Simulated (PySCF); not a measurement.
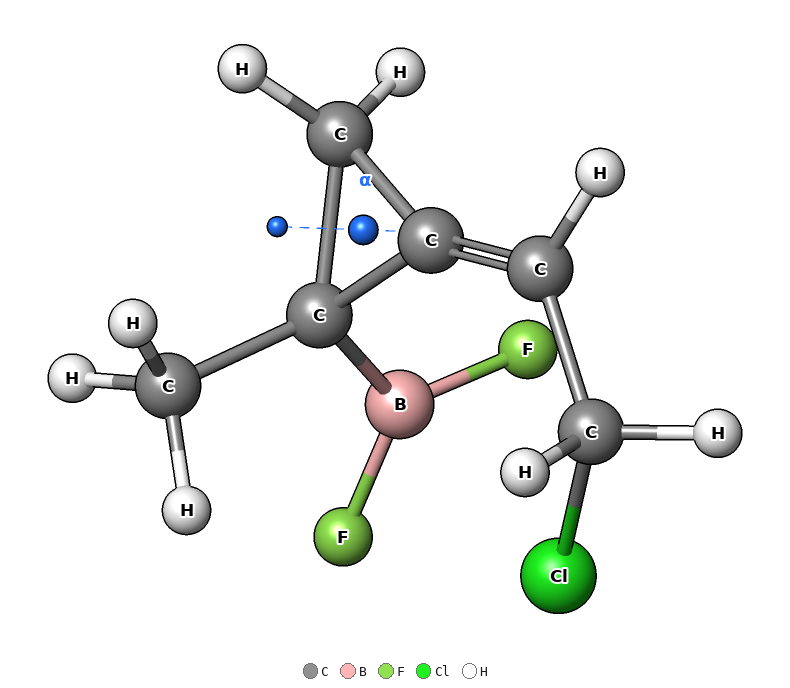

The small points mark where nucleus-independent chemical shifts (NICS) were computed: at the centre of each lettered ring and 1 Å above and below it. Computed geometry: GFN2-xTB optimisation. No frequency run is at hand to confirm it as a minimum. Level of theory: GIAO PBE0/pcSseg-1 NMR shielding, non-relativistic, gas phase (PySCF 2.14.0).

Give NICS(0), NICS(1) and the out-of-plane component NICS(1)zz for each ring (means of the two sides).

```csv
ring,members,NICS(0),NICS(1),NICS(1)zz
α,C3,−32.7,−7.8,−20.3
```

Values in ppm.

The geometry is semi-empirical. Around B such bond lengths and angles can be off by a tenth of an ångström or more and by several degrees, and values that hang on the shape move with them.
